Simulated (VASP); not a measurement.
Band structure of TiCo (CsCl type). Level of theory: PBEsol GGA with spin-orbit coupling, VASP's PBE PAW potentials (set 64) (plane waves; VASP).

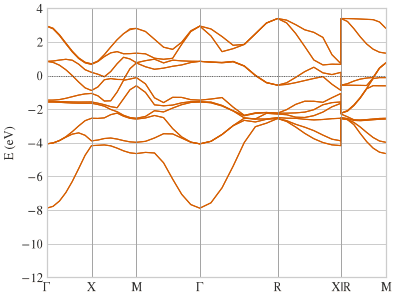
Bands along high-symmetry lines, zero at the valence-band maximum or, without a gap, the Fermi level

Task: Read the plot: is there a gap, and where are the band edges?

Result: It has no gap at this level: it comes out as a metal or semimetal.

The compound is TiCo in the CsCl type structure. It was relaxed first, which changed the volume by -6 %.
